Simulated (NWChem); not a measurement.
# HF/3-21G run of Si2H6O (disilanol)

Wanted: a structure relaxation of Si2H6O (disilanol). 

The calculation is run with NWChem 7.3.0.

## Step 1: The structure to begin with

The species is Si2H6O (9 atoms), meant as a singlet with charge 0. As SMILES, `O[SiH2][SiH3]`. The coordinates come from a PBE0-D4/def2-TZVP relaxation. This is one conformer, not always the lowest. The run starts from this shape.

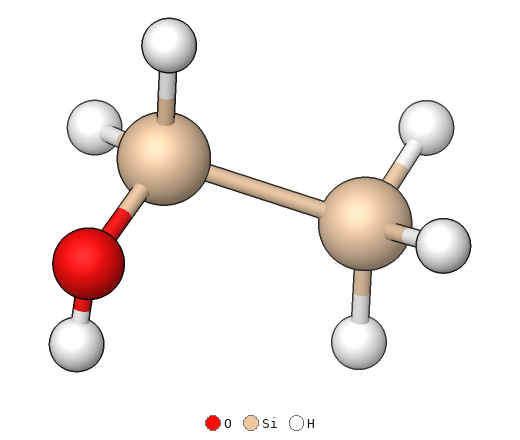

Viewed from a chosen angle; oxygen red, silicon light orange, hydrogen white.

## Step 2: A structure relaxation at HF/3-21G

h6osi2.nw

```
start h6osi2
memory 2200 mb
charge 0
geometry units angstroms
  O     -1.609000     1.039900    -0.762000
  Si     0.004800     0.933100    -0.415900
  Si     0.544200    -1.038400     0.738600
  H     -1.996600     0.341400    -1.290800
  H      0.830600     0.994500    -1.657800
  H      0.311400     2.125200     0.413000
  H      2.012900    -1.104800     0.974500
  H      0.146200    -2.228200    -0.066200
  H     -0.156000    -1.109100     2.049500
end
basis spherical bse
  O library 3-21G
  Si library 3-21G
  H library 3-21G
end
scf
  thresh 1e-07
  maxiter 80
  print low
end
driver
  maxiter 60
end
freq
  temp 3 298.15 400 700
end
task scf optimize
task scf frequencies
```

Launch:

```
$ nwchem h6osi2.nw > h6osi2.out
```

The log of the run:

```text
Northwest Computational Chemistry Package (NWChem) 7.3.0
             --------------------------------------------------------

           Job information
           ---------------

    nwchem branch   = 7.3.0
    use scalapack   = T
    input           = h6osi2.nw
    prefix          = h6osi2.
    data base       = ./h6osi2.db
    status          = startup
    nproc           =        1

           Memory information
           ------------------

    heap     =     72089600 doubles =      550.0 Mbytes
    stack    =     72089597 doubles =      550.0 Mbytes
    global   =    144179200 doubles =     1100.0 Mbytes (distinct from heap & stack)
    total    =    288358397 doubles =     2200.0 Mbytes
    verify   = yes
    hardfail = no

           Directory information
           ---------------------

  0 permanent = .
  0 scratch   = .

                                NWChem Input Module
                                -------------------

 Scaling coordinates for geometry "geometry" by  1.889725989
 (inverse scale =  0.529177249)

 C1  symmetry detected

          ------
          auto-z
          ------
  no constraints, skipping    0.0000000000000000
  no constraints, skipping    0.0000000000000000

                             Geometry "geometry" -> ""
                             -------------------------

 Output coordinates in angstroms (scale by  1.889725989 to convert to a.u.)

  No.       Tag          Charge          X              Y              Z
 ---- ---------------- ---------- -------------- -------------- --------------
    1 O                    8.0000    -0.70318986     1.77212581     0.06187054
    2 Si                  14.0000     0.55203262     0.69705612    -0.00281016
    3 Si                  14.0000    -0.17829780    -1.53386034     0.01344095
[... 5 lines of this table left out ...]
    9 H                    1.0000    -0.92035836    -1.85340518     1.26283063

      Atomic Mass
      -----------

      O                 15.994910
      Si                27.976930
      H                  1.007825

 Effective nuclear repulsion energy (a.u.)     152.9348844515

            Nuclear Dipole moment (a.u.)
            ----------------------------
        X                 Y               Z
 ---------------- ---------------- ----------------
     0.0000000000    -0.0000000000     0.0000000000

                                Z-matrix (autoz)
                                --------

 Units are Angstrom for bonds and degrees for angles

      Type          Name      I     J     K     L     M      Value
      ----------- --------  ----- ----- ----- ----- ----- ----------
    1 Stretch                  1     2                       1.65395
    2 Stretch                  1     4                       0.95800
    3 Stretch                  2     3                       2.34747
    4 Stretch                  2     5                       1.49266
    5 Stretch                  2     6                       1.48397
    6 Stretch                  3     7                       1.48901
    7 Stretch                  3     8                       1.49055
    8 Stretch                  3     9                       1.48786
    9 Bend                     1     2     3               112.41706
   10 Bend                     1     2     5               111.28779
   11 Bend                     1     2     6               105.46228
   12 Bend                     2     1     4               117.59356
   13 Bend                     2     3     7               109.99953
   14 Bend                     2     3     8               110.08946
   15 Bend                     2     3     9               111.41266
   16 Bend                     3     2     5               108.45791
   17 Bend                     3     2     6               110.63879
   18 Bend                     5     2     6               108.50475
   19 Bend                     7     3     8               108.25941
   20 Bend                     7     3     9               108.81335
   21 Bend                     8     3     9               108.18747
   22 Torsion                  1     2     3     7         177.76992
   23 Torsion                  1     2     3     8          58.55135
   24 Torsion                  1     2     3     9         -61.47605
   25 Torsion                  3     2     1     4         -58.78875
   26 Torsion                  4     1     2     5          63.10202
   27 Torsion                  4     1     2     6        -179.43366
   28 Torsion                  5     2     3     7          54.28487
   29 Torsion                  5     2     3     8         -64.93370
   30 Torsion                  5     2     3     9         175.03891
   31 Torsion                  6     2     3     7         -64.61365
   32 Torsion                  6     2     3     8         176.16778
   33 Torsion                  6     2     3     9          56.14038

            XYZ format geometry
            -------------------
     9
 geometry
 O                    -0.70318986     1.77212581     0.06187054
 Si                    0.55203262     0.69705612    -0.00281016
 Si                   -0.17829780    -1.53386034     0.01344095
[... 5 lines of this table left out ...]
 H                    -0.92035836    -1.85340518     1.26283063

[... 144 lines left out ...]
      Two-electron energy =    403.756140307531
[... 66 lines left out ...]
      One-electron energy =  -1206.828146951412
[... 64 lines left out ...]
  The SCF is already converged
[... 66 lines left out ...]
      Two-electron energy =    402.240134321372
[... 70 lines left out ...]
         Total SCF energy =   -652.730912246816
[... 67 lines left out ...]
         Total SCF energy =   -652.731000407455
[... 44 lines left out ...]
            Nuclear Dipole moment (a.u.)
[... 50 lines left out ...]
@    3    -652.73102078 -1.1D-04  0.00223  0.00055  0.01653  0.05764      5.5
[... 52 lines left out ...]
     step= 1.00 grad=-2.9D-05 hess= 8.8D-06 energy=   -652.731041 mode=downhill
[... 66 lines left out ...]
      Two-electron energy =    401.988296036858
[... 68 lines left out ...]
      Two-electron energy =    401.950989050976
[... 70 lines left out ...]
         Total SCF energy =   -652.731054787281
[... 68 lines left out ...]
         Total SCF energy =   -652.731059089085
[... 44 lines left out ...]
            Nuclear Dipole moment (a.u.)
[... 50 lines left out ...]
@    6    -652.73106692 -1.2D-05  0.00036  0.00010  0.00940  0.01974     10.0
[... 53 lines left out ...]
     step= 1.00 grad=-7.7D-06 hess= 1.6D-06 energy=   -652.731073 mode=downhill
[... 66 lines left out ...]
      Two-electron energy =    401.808650427503
[... 64 lines left out ...]
      Two-electron energy =    401.839457815825
[... 70 lines left out ...]
         Total SCF energy =   -652.731101607747
[... 68 lines left out ...]
         Total SCF energy =   -652.731117032999
[... 44 lines left out ...]
            Nuclear Dipole moment (a.u.)
[... 50 lines left out ...]
@    9    -652.73111847 -1.7D-05  0.00079  0.00018  0.02916  0.07657     14.7
[... 49 lines left out ...]
     step= 1.00 grad=-5.1D-06 hess= 8.6D-07 energy=   -652.731123 mode=downhill
[... 66 lines left out ...]
      Two-electron energy =    401.888201822342
[... 64 lines left out ...]
      Two-electron energy =    401.885644992511
[... 70 lines left out ...]
         Total SCF energy =   -652.731129223104
[... 64 lines left out ...]
         Total SCF energy =   -652.731130198538
[... 44 lines left out ...]
            Nuclear Dipole moment (a.u.)
[... 50 lines left out ...]
@   12    -652.73113130 -2.1D-06  0.00029  0.00008  0.00550  0.01221     19.2
[... 49 lines left out ...]
     step= 1.00 grad=-1.6D-06 hess= 2.2D-07 energy=   -652.731133 mode=downhill
[... 66 lines left out ...]
      Two-electron energy =    401.868635666461
[... 64 lines left out ...]
      Two-electron energy =    401.874573728613
[... 66 lines left out ...]
         Total SCF energy =   -652.731135104642
[... 64 lines left out ...]
         Total SCF energy =   -652.731135180318
[... 40 lines left out ...]
            Nuclear Dipole moment (a.u.)
[... 82 lines left out ...]
      One-electron energy =  -1205.605349250083
[... 59 lines left out ...]
  The SCF is already converged
[... 84 lines left out ...]
                Final and change from initial internal coordinates
[... 99 lines left out ...]
 stpr_wrt_fd_dipole: overwrite of existing file./h6osi2.fd_ddipole
[... 41 lines left out ...]
 d_dipole_x/<atom=   1,y> =     0.2384     [    1.1451]
[... 5 lines left out ...]
 d_dipole_x/<atom=   3,y> =     0.0471     [    0.2261]
[... 5 lines left out ...]
 d_dipole_x/<atom=   5,y> =    -0.0679     [   -0.3262]
[... 5 lines left out ...]
 d_dipole_x/<atom=   7,y> =     0.0638     [    0.3065]
[... 5 lines left out ...]
 d_dipole_x/<atom=   9,y> =    -0.0666     [   -0.3197]
[... 6 lines left out ...]
 d_dipole_y/<atom=   2,x> =     0.0526     [    0.2528]
[... 5 lines left out ...]
 d_dipole_y/<atom=   4,x> =    -0.0697     [   -0.3350]
[... 5 lines left out ...]
 d_dipole_y/<atom=   6,x> =    -0.0726     [   -0.3485]
[... 5 lines left out ...]
 d_dipole_y/<atom=   8,x> =    -0.0540     [   -0.2594]
[... 6 lines left out ...]
 Z vector of derivative dipole (au) [debye/angstrom]
[... 5 lines left out ...]
 d_dipole_z/<atom=   2,z> =     1.0951     [    5.2602]
[... 5 lines left out ...]
 d_dipole_z/<atom=   4,z> =     0.3134     [    1.5054]
[... 5 lines left out ...]
 d_dipole_z/<atom=   6,z> =    -0.2981     [   -1.4319]
[... 5 lines left out ...]
 d_dipole_z/<atom=   8,z> =    -0.2763     [   -1.3270]
[... 130 lines left out ...]
          MASS-WEIGHTED PROJECTED HESSIAN (Hartree/Bohr/Bohr/Kamu)
[... 11 lines left out ...]
              11           12           13           14           15           16           17           18           19           20
   ----- ----- ----- ----- -----
   11    1.88247D+01
   12    1.09416D+01  1.62234D+02
   13   -7.44401D-01  1.81916D+00  8.09622D+01
   14   -5.40733D-01 -1.41607D-01  6.35588D+00  2.81729D+01
[... 12 lines of this table left out ...]
   27   -2.03221D-01 -1.20569D-01  1.97886D-01 -1.40191D-01  3.97488D-01  3.10902D-01  8.10024D-01  2.98556D-01  1.09143D+00 -3.32900D-02

              21           22           23           24           25           26           27
   ----- ----- ----- ----- -----
   21    2.12414D+01
   22   -9.50858D+00  7.61241D+01
   23    7.84557D+00  1.91160D+01  2.68620D+01
   24    1.00195D+00  7.57763D+01  2.62940D+01  1.26839D+02
   25    9.91705D+00  5.81474D+00  2.04572D+00 -7.26873D+00  6.66038D+01
   26   -8.17981D+00  1.80765D+00  1.76464D+00 -3.33450D+00  1.74100D+01  2.67897D+01
   27    3.18012D-01  5.96768D+00  3.15431D+00 -1.01528D+01 -7.27221D+01 -2.77460D+01  1.38550D+02

 center of mass
 --------------
 x =   0.00911214 y =   0.07900971 z =  -0.02829733

 moments of inertia (a.u.)
 ------------------
         567.215311800315          -2.260473502731          -0.401782281807
          -2.260473502731         117.337100978310           5.587081959260
          -0.401782281807           5.587081959260         640.478512348194

 Rotational Constants
 --------------------
 A=   0.513364 cm-1  (  0.738599 K)
 B=   0.106131 cm-1  (  0.152696 K)
 C=   0.093983 cm-1  (  0.135218 K)

 Temperature                      =   298.15K
 frequency scaling parameter      =   1.0000

 Zero-Point correction to Energy  =   36.278 kcal/mol  (  0.057813 au)
 Thermal correction to Energy     =   40.106 kcal/mol  (  0.063913 au)
 Thermal correction to Enthalpy   =   40.698 kcal/mol  (  0.064857 au)

 Total Entropy                    =   76.247 cal/mol-K
   - Translational                =   38.960 cal/mol-K (mol. weight =  77.9957)
   - Rotational                   =   25.247 cal/mol-K (symmetry #  =        1)
   - Vibrational                  =   12.041 cal/mol-K

 Cv (constant volume heat capacity) =   20.332 cal/mol-K
   - Translational                  =    2.979 cal/mol-K
   - Rotational                     =    2.979 cal/mol-K
   - Vibrational                    =   14.373 cal/mol-K

 Temperature                      =   400.00K
 frequency scaling parameter      =   1.0000

 Zero-Point correction to Energy  =   36.278 kcal/mol  (  0.057813 au)
 Thermal correction to Energy     =   42.407 kcal/mol  (  0.067580 au)
 Thermal correction to Enthalpy   =   43.201 kcal/mol  (  0.068846 au)

 Total Entropy                    =   83.438 cal/mol-K
   - Translational                =   40.419 cal/mol-K (mol. weight =  77.9957)
   - Rotational                   =   26.122 cal/mol-K (symmetry #  =        1)
   - Vibrational                  =   16.897 cal/mol-K

 Cv (constant volume heat capacity) =   24.677 cal/mol-K
   - Translational                  =    2.979 cal/mol-K
   - Rotational                     =    2.979 cal/mol-K
   - Vibrational                    =   18.718 cal/mol-K

 Temperature                      =   700.00K
 frequency scaling parameter      =   1.0000

 Zero-Point correction to Energy  =   36.278 kcal/mol  (  0.057813 au)
 Thermal correction to Energy     =   51.175 kcal/mol  (  0.081552 au)
 Thermal correction to Enthalpy   =   52.565 kcal/mol  (  0.083768 au)

 Total Entropy                    =  100.691 cal/mol-K
   - Translational                =   43.198 cal/mol-K (mol. weight =  77.9957)
   - Rotational                   =   27.790 cal/mol-K (symmetry #  =        1)
   - Vibrational                  =   29.703 cal/mol-K

 Cv (constant volume heat capacity) =   32.925 cal/mol-K
   - Translational                  =    2.979 cal/mol-K
   - Rotational                     =    2.979 cal/mol-K
   - Vibrational                    =   26.966 cal/mol-K

          -------------------------------------------------
          NORMAL MODE EIGENVECTORS IN CARTESIAN COORDINATES
          -------------------------------------------------
             (Projected Frequencies expressed in cm-1)

                    1           2           3           4           5           6

 P.Frequency       -0.00       -0.00       -0.00        0.00        0.00        0.00

           1     0.00856    -0.00584     0.00119     0.02263     0.00021    -0.17367
[... 25 lines of this table left out ...]
          27     0.16789     0.00211    -0.17985     0.00513    -0.04918     0.00180

                    7           8           9          10          11          12

 P.Frequency      101.74      155.75      201.79      388.02      393.24      550.84

           1     0.00951     0.05387     0.05166    -0.00731    -0.02639    -0.00949
[... 25 lines of this table left out ...]
          27    -0.21308     0.03275    -0.00770     0.18767    -0.05613     0.03070

                   13          14          15          16          17          18

 P.Frequency      659.46      772.47      836.16      908.38      977.58      986.68

           1     0.00197     0.06254    -0.03735    -0.00672    -0.05399    -0.11245
[... 25 lines of this table left out ...]
          27    -0.14547     0.02052     0.03838    -0.13551     0.08000     0.05068

                   19          20          21          22          23          24

 P.Frequency      999.09     1006.28     1046.25     2263.69     2272.50     2278.73

           1    -0.02753    -0.01418    -0.02334    -0.00011     0.00032    -0.00028
[... 25 lines of this table left out ...]
          27    -0.06329    -0.32000    -0.14139     0.00739     0.09104     0.80738

                   25          26          27

 P.Frequency     2286.02     2330.89     3973.56

           1    -0.00022     0.00007     0.05306
[... 25 lines of this table left out ...]
          27    -0.04784     0.06425    -0.00025

 ----------------------------------------------------------------------------
 Normal Eigenvalue ||    Projected Derivative Dipole Moments (debye/angs)
  Mode   [cm**-1]  ||      [d/dqX]             [d/dqY]           [d/dqZ]
 ------ ---------- || ------------------ ------------------ -----------------
    1       -0.000 ||      -0.181              -0.017             0.128
    2       -0.000 ||       0.001              -0.000            -0.000
    3       -0.000 ||       0.010              -0.068             0.034
[... 23 lines of this table left out ...]
   27     3973.564 ||      -1.195               0.505            -0.529
 ----------------------------------------------------------------------------

 ----------------------------------------------------------------------------
 Normal Eigenvalue ||           Projected Infra Red Intensities
  Mode   [cm**-1]  || [atomic units] [(debye/angs)**2] [(KM/mol)] [arbitrary]
 ------ ---------- || -------------- ----------------- ---------- -----------
    1       -0.000 ||    0.002146           0.049         2.092       0.230
    2       -0.000 ||    0.000000           0.000         0.000       0.000
    3       -0.000 ||    0.000257           0.006         0.250       0.028
[... 23 lines of this table left out ...]
   27     3973.564 ||    0.085099           1.963        82.959       9.121
 ----------------------------------------------------------------------------

 vib:animation  F

 Task  times  cpu:        1.9s     wall:        1.9s
 Total times  cpu:       25.6s     wall:       25.6s
```

It took 26 s on 1 thread of AMD EPYC 9R45 (Zen 5), shared host; peak memory 0.11 GiB.

Steps, from the record of the run:

| step | energy from the first frame kept (eV) |
| --- | --- |
| 0 | 0.0000 |
| 1 | -0.0594 |
| 2 | -0.0649 |
| 3 | -0.0678 |
| 4 | -0.0685 |
| 5 | -0.0688 |
| 6 | -0.0691 |
| 7 | -0.0693 |
| 8 | -0.0700 |
| 9 | -0.0705 |
| 10 | -0.0707 |
| 11 | -0.0708 |
| 12 | -0.0708 |
| 13 | -0.0709 |
| 14 | -0.0709 |
| 15 | -0.0709 |
| 16 | -0.0709 |

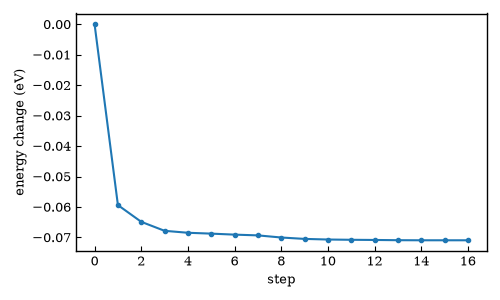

Energy along the run.

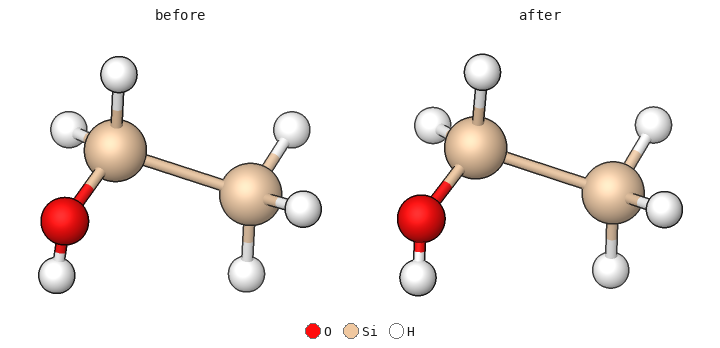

Before and after, at one scale.

After the run. Bond lengths: O1–Si2 1.682 Å, Si2–Si3 2.381 Å, O1–H4 0.960 Å, Si2–H5 1.487 Å, Si2–H6 1.478 Å, Si3–H7 1.489 Å, Si3–H8 1.490 Å, Si3–H9 1.488 Å. Some angles: O1–Si2–Si3 113.5°, O1–Si2–H5 112.0°, O1–Si2–H6 106.7°, Si3–Si2–H5 107.0°, Si3–Si2–H6 108.5°, Si2–O1–H4 126.1°, Si2–Si3–H7 107.8°, Si2–Si3–H8 111.2°, Si2–Si3–H9 111.5°, H5–Si2–H6 109.1°.

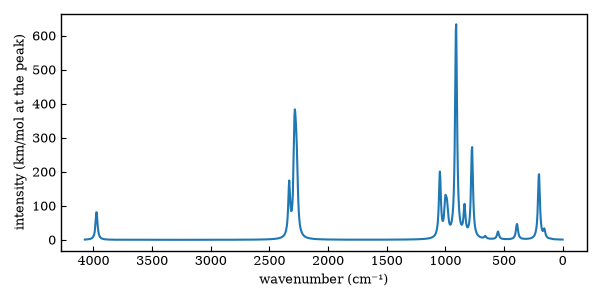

Harmonic infrared spectrum, unscaled, lines broadened by 10 cm⁻¹.

## Step 3: Results

At HF/3-21G:

| quantity | value |
| --- | --- |
| total energy at the end | -652.73114 Eh |
| lowest harmonic wavenumber | 102 cm⁻¹ |
| highest harmonic wavenumber | 3974 cm⁻¹ |
| zero-point energy | 151.8 kJ/mol |
| ideal-gas entropy at 298.15 K (symmetry number 1 as used) | 76.2 cal/(mol K) |

In words: At the final geometry: Bond lengths: O1–Si2 1.682 Å, Si2–Si3 2.381 Å, O1–H4 0.960 Å, Si2–H5 1.487 Å, Si2–H6 1.478 Å, Si3–H7 1.489 Å, Si3–H8 1.490 Å, Si3–H9 1.488 Å. Some angles: O1–Si2–Si3 113.5°, O1–Si2–H5 112.0°, O1–Si2–H6 106.7°, Si3–Si2–H5 107.0°, Si3–Si2–H6 108.5°, Si2–O1–H4 126.1°, Si2–Si3–H7 107.8°, Si2–Si3–H8 111.2°, Si2–Si3–H9 111.5°, H5–Si2–H6 109.1°. All 21 modes are real, so the shape is a minimum at this level. The optimisation took 17 steps and changed the energy by -0.071 eV.
